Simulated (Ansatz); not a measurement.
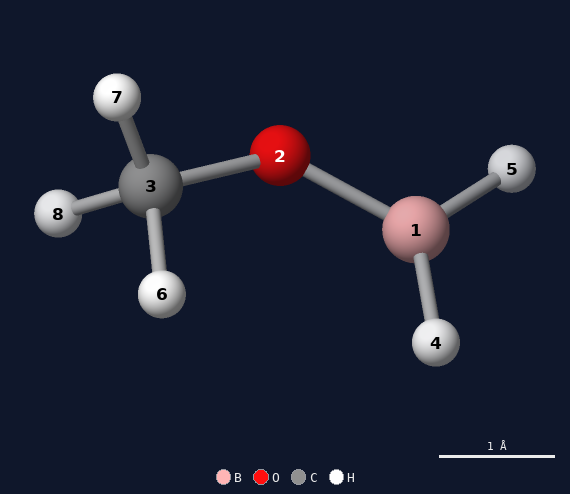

Source: calculation with Ansatz.

Orthographic view with a scale bar. Geometry: atoms displaced at random (about 0.05 Å) from a stationary point of GFN2-xTB.

Give an XYZ file in the frame of the picture: x to the right, y up, z towards the viewer, origin at the mean of the atomic positions.

```xyz
8
CH5BO
B    1.30  -0.16  -0.49
O    0.12   0.48  -0.44
C   -1.01   0.22   0.32
H    1.48  -1.15   0.15
H    2.14   0.37  -1.18
H   -0.91  -0.73   0.95
H   -1.30   0.99   1.01
H   -1.82  -0.02  -0.31
```
